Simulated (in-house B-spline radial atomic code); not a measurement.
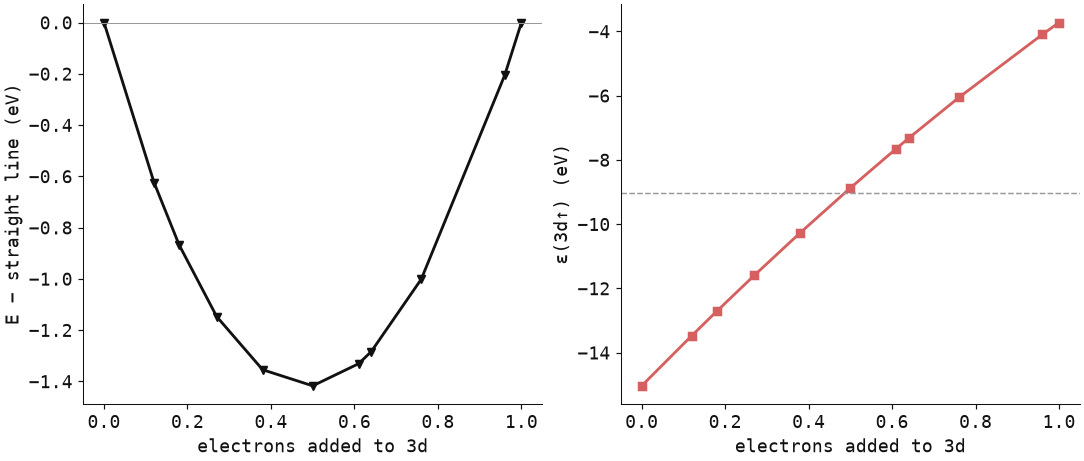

Level of theory: scalar-relativistic (spin-free one-electron X2C) PBE, spin-polarised, spherical fractional occupations, Fermi nucleus, basis-set limit. Computed with an in-house B-spline radial code. The occupation of the 3d shell is varied from Cr⁺ ([Ar] 3d4 4s1 (high spin)) to Cr ([Ar] 3d5 4s1 (high spin)), with spherical fractional occupations. The plot shows the total energy less the straight line between the end points, and the eigenvalue of 3d↑ (the dashed line is minus the energy to take the whole electron out).

> Describe the curve.

The curve is convex (below the straight line), with the largest deviation among the points computed, −1.42 eV, at 0.5. The end points differ by 9.04 eV, the energy to take the electron out. The eigenvalue, which is the slope of the energy (Janak's theorem), moves from −15.0 eV at 0 to −3.73 eV at 1; for a straight line it would stay constant, and a parabola would sag by an eighth of this change, scaled to a whole electron, 1.41 eV. Convexity is the mark of the delocalisation error, which puts fractional charges too low; for p, d and f shells the spherical spreading of the fraction adds to it.
